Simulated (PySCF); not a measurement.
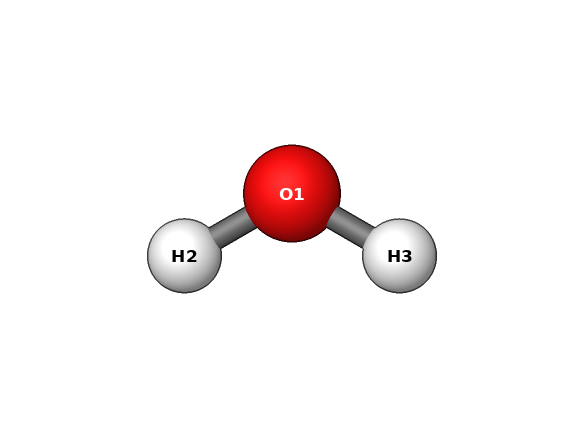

The questions are on Mulliken spin populations. State: charge +1, doublet. The computed structure is the end point of a GFN2-xTB optimisation. No frequency run is at hand to confirm it as a minimum. Method: UKS B3LYP, pcH-1 on H O, non-relativistic (PySCF 2.14.0).

List the Mulliken spin populations.

| atom | value (e) |
| --- | --- |
| O1 | 1.05 |
| H2 | −0.03 |
| H3 | −0.03 |

Mulliken values depend strongly on the basis set.
